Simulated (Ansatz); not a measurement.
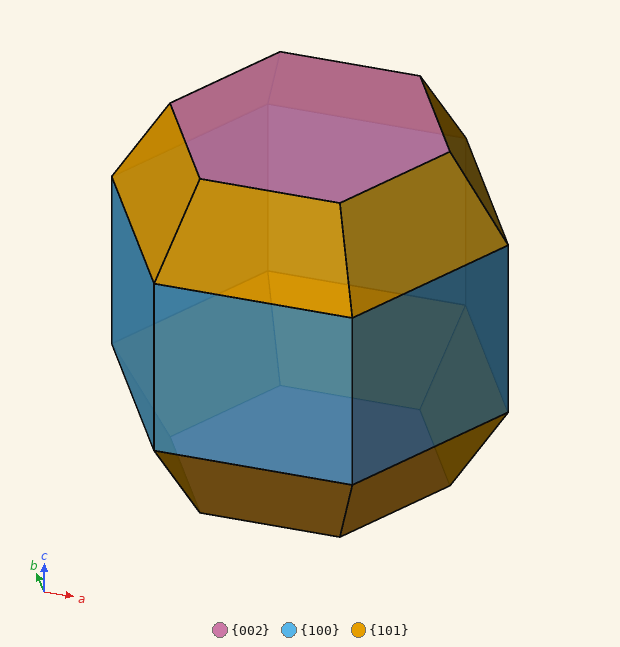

Mg, space group P6_3/mmc (No. 194), a = 3.147 Å, b = 3.147 Å, c = 5.029 Å, α = 90.00°, β = 90.00°, γ = 120.00°. Crystal habit computed by the BFDH rule (growth rate of a face proportional to 1/d, systematic absences taken into account). This is a geometric estimate, not an energy calculation. Source: coordinates from a relaxation with DFT, LDA, PAW with Ansatz's default frozen-core files, scalar-relativistic in Ansatz. Forms under 0.4 % of the area are left out.

How many faces does the whole crystal have, by form?

20 faces: 6 of {100}, 12 of {101} and 2 of {002}.

Describe the habit.

It is roughly equant (blocky). Widths along a, b and c stand as 1.00 : 1.00 : 0.94.

List the forms with their spacings and shares.

```
 form  faces  d (Å)  share of area (%)
{100}      6  2.726               41.1
{101}     12  2.396               39.9
{002}      2  2.515               18.9
```
